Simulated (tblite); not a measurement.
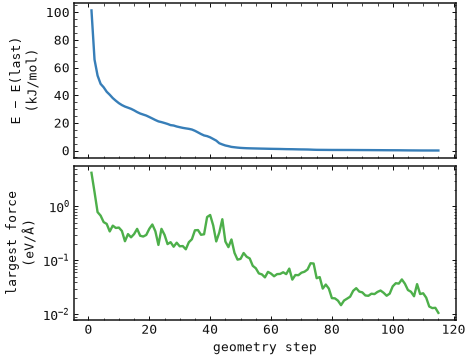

History of a geometry optimisation.

C₆H₉NOS (SMILES CCOc1ccc(N)s1); GFN2-xTB geometry optimisation, gas phase (tblite 0.8.0).

Question: How did it end, and what did it gain?

Answer: The optimisation met its thresholds at geometry 115, counting the start as the first. The energy fell by about 100 kJ/mol from the first step to the last. The largest force goes from about 4.2 eV/Å at the start to 0.011 eV/Å at the end.
